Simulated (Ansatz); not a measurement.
CH9NSi2 (SMILES [SiH3]CN[SiH3])

The calculation's input:

```
crystal:
  periodic: [false, false, false]
  atoms:
    - {symbol: Si, position_ang: [-0.405821, 2.111356, -0.299238]}
    - {symbol: C, position_ang: [-0.540295, 0.371911, 0.416653]}
    - {symbol: N, position_ang: [0.600418, -0.439522, 0.024420]}
    - {symbol: Si, position_ang: [0.533401, -2.154445, -0.064481]}
    - {symbol: H, position_ang: [-0.493398, 2.070783, -1.781585]}
    - {symbol: H, position_ang: [-1.480363, 2.989435, 0.239086]}
    - {symbol: H, position_ang: [0.917104, 2.680872, 0.082627]}
    - {symbol: H, position_ang: [-0.687494, 0.421244, 1.506232]}
    - {symbol: H, position_ang: [-1.454039, -0.079520, 0.012008]}
    - {symbol: H, position_ang: [1.492505, -0.008157, 0.208474]}
    - {symbol: H, position_ang: [1.842524, -2.624203, -0.586339]}
    - {symbol: H, position_ang: [-0.572733, -2.538278, -0.982294]}
    - {symbol: H, position_ang: [0.268790, -2.836277, 1.239238]}
basis:
  gaussian: {orbitals: def2-TZVPP}
hamiltonian: {xc: pbe0, dispersion: d4}
output: {orbitals: {seedname: orbitals}}
```

Command:

```sh
ansatz run in.yaml --threads 4 --pin off --events-out ev --progress --plain --max-ram 10444MiB
```

Geometry: PBE0-D4/def2-TZVP.

Method: RKS PBE0-D4/def2-TZVPP (Ansatz).

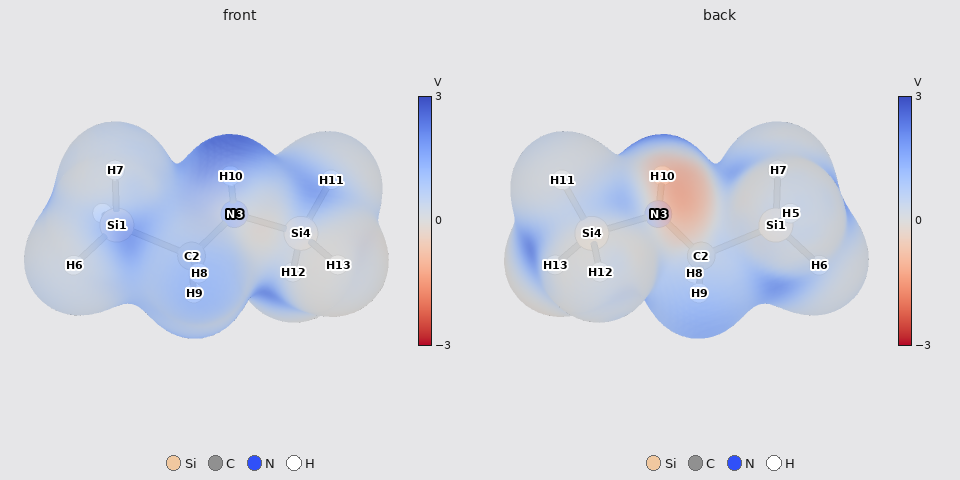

Figure 1. The electrostatic potential painted on the density surface at 0.004 e/bohr³, seen from the front and from behind; red is negative and blue positive.

Where is the surface potential most negative and most positive?

The most negative region (about −1.1 V) lies over N3, the most positive (about +2.4 V) over H10. N3 is the likeliest acceptor of a hydrogen bond.

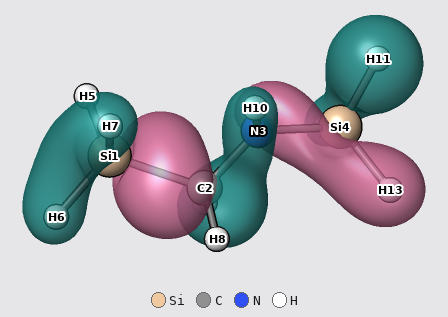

Figure 2. The HOMO−1 at ±0.1 Å⁻³ᐟ² (teal and pink are the two phases), seen at a tilt.

Where does this orbital lie, and at what energy?

It lies mainly on C2 (about 25 %), Si1 (about 15 %), Si4 (about 15 %), N3 (about 10 %) and H11 (about 10 %). Its energy is −9.00 eV.

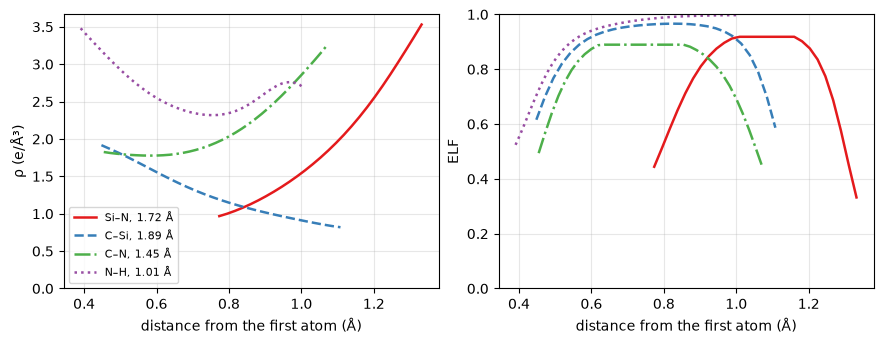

Figure 3. Total electron density and ELF along straight lines between neighbouring atoms. The curves leave out the atomic cores.

Compare the contacts.

Si–N (1.72 Å): ρ is about 1.1 e/Å³ halfway; the ELF peaks at about 0.90 between the atoms: a shared but strongly polarised pair.
C–Si (1.89 Å): the density is about 0.97 e/Å³ at the midpoint; the ELF peaks at about 0.95 between the atoms: localised, covalent bonding.
C–N (1.45 Å): ρ is about 1.9 e/Å³ halfway; the ELF peaks at about 0.90 between the atoms; a shared electron pair.
N–H (1.01 Å): ρ is about 2.9 e/Å³ halfway; the ELF climbs to about 1 towards the hydrogen, as it does in any bond to H: a covalent bond by its length.

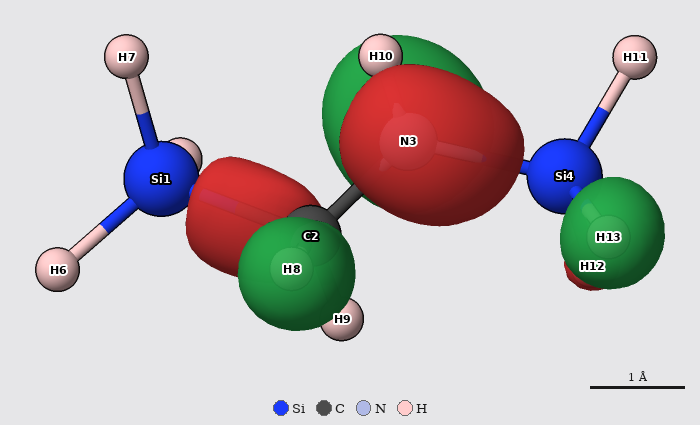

Figure 4. The HOMO at ±0.15 Å⁻³ᐟ² (green and red are the two phases), seen at a tilt.

What is the character of this orbital?

It lies mainly on N3 (about 50 %), C2 (about 10 %), Si4 (about 10 %), H8 (about 5 %) and H13 (about 5 %). Its energy is −6.83 eV.
